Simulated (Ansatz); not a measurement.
**Ga12Sb12 zinc blende off sphere (Ga₁₂Sb₁₂H₃₂): removing and adding an electron**

Aim: the energy of removing and adding an electron for Ga12Sb12 zinc blende off sphere (Ga₁₂Sb₁₂H₃₂), by energy differences, and how well orbital energies stand in for it.

Computed with Ansatz 0.2.0, Gaussian basis. Level: as each input shows.

The runs, in order: charge +1 doublet, at the geometry of the singlet (PBE0-D4/def2-SVP, PBE-D4/def2-SVP); charge -1 doublet, at the geometry of the singlet (PBE0-D4/def2-SVP, PBE-D4/def2-SVP); the starting singlet's energies come from earlier runs.

3 further runs of the same task are left out: 3 set aside as unsound or not needed.

## 1. The geometry

The geometry is that of the singlet, from an earlier relaxation (PBE-D4/def2-SVP).

56 atoms, charge 0, spin multiplicity 1.

Atoms are counted from 1 here; the program's logs count them from 0.

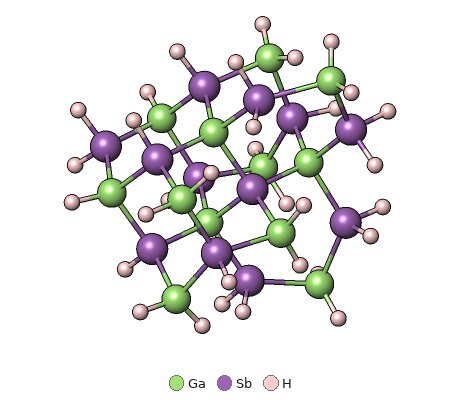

The structure; gallium green, antimony purple, hydrogen pink.

Sb takes a core potential in the def2 sets. No spin-orbit coupling is included.

## 2. Charge +1 doublet at the fixed geometry, PBE0-D4/def2-SVP

in.yaml

```yaml
crystal:
  periodic: [false, false, false]
  atoms:
    - {symbol: Ga, position_ang: [-4.962530, 1.695905, -0.385232]}
    - {symbol: Ga, position_ang: [-2.471670, -4.181856, 2.890479]}
    - {symbol: Ga, position_ang: [1.069927, -4.642729, -0.599932]}
    - {symbol: Ga, position_ang: [-1.936147, 1.938440, -3.851063]}
    - {symbol: Ga, position_ang: [1.468856, -1.463581, -3.898910]}
    - {symbol: Ga, position_ang: [-1.707971, -1.236501, -0.951355]}
    - {symbol: Ga, position_ang: [-1.571838, 1.563770, 2.579820]}
    - {symbol: Ga, position_ang: [1.430804, -1.430191, 1.904138]}
    - {symbol: Ga, position_ang: [1.237501, 1.711479, -0.949058]}
    - {symbol: Ga, position_ang: [-1.701128, 4.959663, -0.379551]}
    - {symbol: Ga, position_ang: [4.643430, -1.069379, -0.596372]}
    - {symbol: Ga, position_ang: [4.182315, 2.474495, 2.892880]}
    - {symbol: Sb, position_ang: [-3.203672, -2.699751, 0.738073]}
    - {symbol: Sb, position_ang: [-3.351770, 0.419270, -2.192206]}
    - {symbol: Sb, position_ang: [-3.057303, 3.051171, 0.937319]}
    - {symbol: Sb, position_ang: [-0.105026, -2.872274, -2.276076]}
    - {symbol: Sb, position_ang: [-0.169031, -2.870819, 3.510240]}
    - {symbol: Sb, position_ang: [2.935831, -2.936147, 0.371055]}
    - {symbol: Sb, position_ang: [-0.235543, 0.242686, -5.088401]}
    - {symbol: Sb, position_ang: [-0.420682, 3.353940, -2.188532]}
    - {symbol: Sb, position_ang: [2.874935, 0.108923, -2.272427]}
    - {symbol: Sb, position_ang: [-0.212009, 0.213104, 0.667541]}
    - {symbol: Sb, position_ang: [2.876488, 0.167686, 3.507988]}
    - {symbol: Sb, position_ang: [2.700715, 3.207143, 0.740185]}
    - {symbol: H, position_ang: [-5.863143, 2.663336, -1.249675]}
    - {symbol: H, position_ang: [-5.522508, 0.520899, 0.518049]}
    - {symbol: H, position_ang: [-3.496266, -3.890201, 4.051642]}
    - {symbol: H, position_ang: [-2.017921, -5.579359, 2.326298]}
    - {symbol: H, position_ang: [1.726760, -5.808971, -1.428852]}
    - {symbol: H, position_ang: [0.050606, -4.833958, 0.601785]}
    - {symbol: H, position_ang: [-2.743264, 2.746011, -4.942095]}
    - {symbol: H, position_ang: [2.306162, -2.299340, -4.944041]}
    - {symbol: H, position_ang: [-2.402486, 0.425663, 3.312134]}
    - {symbol: H, position_ang: [-0.439181, 2.394802, 3.319931]}
    - {symbol: H, position_ang: [-2.667867, 5.861571, -1.243415]}
    - {symbol: H, position_ang: [-0.527754, 5.518342, 0.526645]}
    - {symbol: H, position_ang: [5.810381, -1.725019, -1.425701]}
    - {symbol: H, position_ang: [4.834497, -0.052050, 0.607365]}
    - {symbol: H, position_ang: [5.581524, 2.025642, 2.328869]}
    - {symbol: H, position_ang: [3.886858, 3.496358, 4.055484]}
    - {symbol: H, position_ang: [-4.203762, -3.700531, -0.237763]}
    - {symbol: H, position_ang: [-4.436658, -1.604643, 1.206369]}
    - {symbol: H, position_ang: [-4.247794, -0.622966, -3.231652]}
    - {symbol: H, position_ang: [-4.022006, 4.013357, 1.992219]}
    - {symbol: H, position_ang: [-1.133998, -3.733602, -3.355379]}
    - {symbol: H, position_ang: [0.856701, -3.972671, 4.341007]}
    - {symbol: H, position_ang: [-0.463756, -1.847023, 4.857034]}
    - {symbol: H, position_ang: [3.807993, -3.809036, 1.574547]}
    - {symbol: H, position_ang: [-1.126395, -0.666707, -6.245308]}
    - {symbol: H, position_ang: [0.677067, 1.138263, -6.239092]}
    - {symbol: H, position_ang: [0.620142, 4.253818, -3.226069]}
    - {symbol: H, position_ang: [3.738116, 1.138274, -3.349925]}
    - {symbol: H, position_ang: [1.859312, 0.456027, 4.861206]}
    - {symbol: H, position_ang: [3.983757, -0.859516, 4.329449]}
    - {symbol: H, position_ang: [1.606240, 4.440827, 1.208176]}
    - {symbol: H, position_ang: [3.701760, 4.206455, -0.236043]}
basis:
  gaussian: {orbitals: def2-SVP, fitting: {mean_field: def2-universal-jkfit}}
total_charge: 1
magnetization: {spin_polarized: true, initial_magnetization: 1}
hamiltonian: {xc: pbe0, dispersion: d4}
scf: {omitted_lower_state_checks: [starts]}
output: {orbitals: {seedname: orbitals}}
```

Started as:

```sh
> ansatz run in.yaml --threads 11 --pin off --events-out ev --progress --plain --max-ram 174080MiB --backend cuda --devices 0, --max-vram 75GiB
```

Standard output:

```text
Functional definition: PBE0
  name "PBE0"
  cite "Adamo & Barone, J. Chem. Phys. 110, 6158 (1999) doi:10.1063/1.478522"
  cite "Perdew, Burke & Ernzerhof, Phys. Rev. Lett. 77, 3865 (1996) doi:10.1103/PhysRevLett.77.3865"
  parent pbe
  parameter a = 0.25
  parameter kappa = 0.804
  parameter beta = 0.06672455060314922
  exchange = (1 - a)*pbe_x(kappa = kappa, mu = beta*pi^2/3) + a*exact_x
  correlation = pbe_c(beta = beta)
these checks for a lower state are left out or cut short: starts
6384 factors; integrals over basis functions are off by at most 3.5e-1 eV
mean field evaluation 1: about -707347.9595 eV, gradient 4.3e1 eV
mean field evaluation 2: about -707343.3637 eV, gradient 5.4e1 eV
mean field evaluation 4: about -707353.1496 eV, gradient 5.8e0 eV
mean field evaluation 8: about -707353.4023 eV, gradient 1.3e0 eV
mean field evaluation 16: about -707353.4262 eV, gradient 2.9e-2 eV
mean field evaluation 32: about -707353.4262 eV, gradient 8.7e-5 eV
mean field -707353.42622767 eV, -25994.7589524942 hartree, gradient 1.2e-5 eV, S^2 0.754137; 0 other end points of the search recorded, 0 dependent functions left out
reference -707353.42632178 eV, -25994.7589559526 hartree; 340, 339 occupied and 516, 517 virtual orbitals, 6384 factors
Total energy: -707358.36618289 eV, -25994.9404925000 hartree
Checks for a lower state left out: starts
```

Wall time 31 s (1 × H100 with 11 threads of AMD EPYC 7R13, shared host); peak host memory 1.8 GiB.

From the report: HOMO -9.27 eV, LUMO -8.33 eV (over both spins); ⟨S²⟩ 0.754 (pure: 0.75).

## 3. Charge +1 doublet at the fixed geometry, PBE-D4/def2-SVP

start.molden holds the orbitals of an earlier run on this state, given as this run's starting guess.

in.yaml: that of step 2 with these lines changed.

```diff
@@ -60,6 +60,6 @@
 basis:
-  gaussian: {orbitals: def2-SVP, fitting: {mean_field: def2-universal-jkfit}}
+  gaussian: {orbitals: def2-SVP, fitting: {mean_field: def2-universal-jkfit}, initial_orbitals: start.molden}
 total_charge: 1
 magnetization: {spin_polarized: true, initial_magnetization: 1}
-hamiltonian: {xc: pbe0, dispersion: d4}
+hamiltonian: {xc: pbe, dispersion: d4}
 scf: {omitted_lower_state_checks: [starts]}
```

Launched as before.

Standard output:

```text
Functional definition: PBE
  name "PBE"
  cite "Perdew, Burke & Ernzerhof, Phys. Rev. Lett. 77, 3865 (1996) doi:10.1103/PhysRevLett.77.3865"
  parent pbe
  parameter kappa = 0.804
  parameter beta = 0.06672455060314922
  exchange = pbe_x(kappa = kappa, mu = beta*pi^2/3)
  correlation = pbe_c(beta = beta)
these checks for a lower state are left out or cut short: starts
6384 factors; integrals over basis functions are off by at most 3.5e-1 eV
mean field evaluation 1: about -707334.0203 eV, gradient 1.4e1 eV
mean field evaluation 2: about -707334.9889 eV, gradient 9.6e-1 eV
mean field evaluation 4: about -707335.0157 eV, gradient 1.1e-1 eV
mean field evaluation 8: about -707335.0163 eV, gradient 9.6e-5 eV
mean field evaluation 16: about -707335.0163 eV, gradient 5.6e-6 eV
mean field -707335.01633568 eV, -25994.0824014423 hartree, gradient 5.6e-6 eV, S^2 0.750911; 0 other end points of the search recorded, 0 dependent functions left out
reference -707335.01646168 eV, -25994.0824060723 hartree; 340, 339 occupied and 516, 517 virtual orbitals, 6384 factors
Total energy: -707340.33860701 eV, -25994.2779913060 hartree
Checks for a lower state left out: starts
```

It took 13 s on 1 × H100 with 11 threads of AMD EPYC 7R13, shared host; peak host memory 1.7 GiB.

From the report: HOMO -8.41 eV, LUMO -8.31 eV (over both spins); ⟨S²⟩ 0.751 (pure: 0.75).

## 4. Vertical ionisation energy

Charged state less starting state, singlet to doublet; the starting state's energies are those of its earlier runs.

```tsv
level	vertical ionisation energy (eV)	time
PBE-D4/def2-SVP	+7.08	21 s
PBE0-D4/def2-SVP	+7.52	41 s
```

Times add the two runs; a level without a time comes out of a correlated run.

Beside −ε(HOMO) of the starting state:

```tsv
level	−ε(HOMO) (eV)	by difference (eV)	mismatch (eV)
PBE-D4/def2-SVP	5.69	7.08	-1.39
PBE0-D4/def2-SVP	6.56	7.52	-0.95
```

## 5. Charge -1 doublet at the fixed geometry, PBE0-D4/def2-SVP

in.yaml: that of step 3 with these lines changed.

```diff
@@ -60,6 +60,6 @@
 basis:
-  gaussian: {orbitals: def2-SVP, fitting: {mean_field: def2-universal-jkfit}, initial_orbitals: start.molden}
-total_charge: 1
+  gaussian: {orbitals: def2-SVP, fitting: {mean_field: def2-universal-jkfit}}
+total_charge: -1
 magnetization: {spin_polarized: true, initial_magnetization: 1}
-hamiltonian: {xc: pbe, dispersion: d4}
+hamiltonian: {xc: pbe0, dispersion: d4}
 scf: {omitted_lower_state_checks: [starts]}
```

Launched as before.

Standard output, cut to the lines that bear on the results:

```text
Functional definition: PBE0
  name "PBE0"
  cite "Adamo & Barone, J. Chem. Phys. 110, 6158 (1999) doi:10.1063/1.478522"
  cite "Perdew, Burke & Ernzerhof, Phys. Rev. Lett. 77, 3865 (1996) doi:10.1103/PhysRevLett.77.3865"
  parent pbe
[...]
6384 factors; integrals over basis functions are off by at most 3.5e-1 eV
[...]
mean field -707362.10143529 eV, -25995.0777604938 hartree, gradient 5.8e-6 eV, S^2 0.753131; 0 other end points of the search recorded, 0 dependent functions left out
reference -707362.10153070 eV, -25995.0777640002 hartree; 341, 340 occupied and 515, 516 virtual orbitals, 6384 factors
Total energy: -707367.18231773 eV, -25995.2644794796 hartree
Checks for a lower state left out: starts
```

Wall time 28 s (1 × H100 with 11 threads of AMD EPYC 7R13, shared host); peak host memory 1.8 GiB.

HOMO -0.39 eV, LUMO 0.43 eV (over both spins); ⟨S²⟩ 0.753 (pure: 0.75).

## 6. Charge -1 doublet at the fixed geometry, PBE-D4/def2-SVP

in.yaml: that of step 5 with these lines changed.

```diff
@@ -60,6 +60,6 @@
 basis:
-  gaussian: {orbitals: def2-SVP, fitting: {mean_field: def2-universal-jkfit}}
+  gaussian: {orbitals: def2-SVP, fitting: {mean_field: def2-universal-jkfit}, initial_orbitals: start.molden}
 total_charge: -1
 magnetization: {spin_polarized: true, initial_magnetization: 1}
-hamiltonian: {xc: pbe0, dispersion: d4}
+hamiltonian: {xc: pbe, dispersion: d4}
 scf: {omitted_lower_state_checks: [starts]}
```

The command is unchanged.

Standard output:

```text
Functional definition: PBE
  name "PBE"
  cite "Perdew, Burke & Ernzerhof, Phys. Rev. Lett. 77, 3865 (1996) doi:10.1103/PhysRevLett.77.3865"
  parent pbe
  parameter kappa = 0.804
  parameter beta = 0.06672455060314922
  exchange = pbe_x(kappa = kappa, mu = beta*pi^2/3)
  correlation = pbe_c(beta = beta)
these checks for a lower state are left out or cut short: starts
6384 factors; integrals over basis functions are off by at most 3.5e-1 eV
mean field evaluation 1: about -707342.5063 eV, gradient 1.4e1 eV
mean field evaluation 2: about -707343.4600 eV, gradient 8.6e-1 eV
mean field evaluation 4: about -707343.4815 eV, gradient 9.7e-2 eV
mean field evaluation 8: about -707343.4820 eV, gradient 7.8e-5 eV
mean field evaluation 16: about -707343.4820 eV, gradient 3.0e-6 eV
mean field -707343.48203896 eV, -25994.3935102994 hartree, gradient 3.0e-6 eV, S^2 0.750996; 0 other end points of the search recorded, 0 dependent functions left out
reference -707343.48216666 eV, -25994.3935149921 hartree; 341, 340 occupied and 515, 516 virtual orbitals, 6384 factors
Total energy: -707348.95817502 eV, -25994.5947545878 hartree
Checks for a lower state left out: starts
```

Wall time 12 s (1 × H100 with 11 threads of AMD EPYC 7R13, shared host); peak host memory 1.7 GiB.

Report: HOMO -0.23 eV, LUMO -0.12 eV (over both spins); ⟨S²⟩ 0.751 (pure: 0.75).

## 7. Vertical electron affinity

Starting state less charged state (positive: the electron is bound), singlet to doublet; the starting state's energies are those of its earlier runs.

```tsv
level	vertical electron affinity (eV)	time
PBE-D4/def2-SVP	+1.53	20 s
PBE0-D4/def2-SVP	+1.30	38 s
```

Times add the two runs; a level without a time comes out of a correlated run.

Beside −ε(LUMO) of the starting state:

```tsv
level	−ε(LUMO) (eV)	by difference (eV)	mismatch (eV)
PBE-D4/def2-SVP	2.69	1.53	+1.16
PBE0-D4/def2-SVP	2.06	1.30	+0.76
```

## 8. What came out

```
                                           quantity                               value
vertical ionisation energy, functionals in def2-SVP  7.08 (PBE-D4) to 7.52 eV (PBE0-D4)
vertical electron affinity, functionals in def2-SVP  1.30 (PBE0-D4) to 1.53 eV (PBE-D4)
```

What this shows: The vertical ionisation energy spans 7.08 to 7.52 eV over the functionals. −ε(HOMO) misses the level's own difference by -0.95 eV at best (PBE0-D4) and -1.39 eV at worst (PBE-D4). The vertical electron affinity spans 1.30 to 1.53 eV over the functionals. −ε(LUMO) misses the level's own difference by +0.76 eV at best (PBE0-D4) and +1.16 eV at worst (PBE-D4).
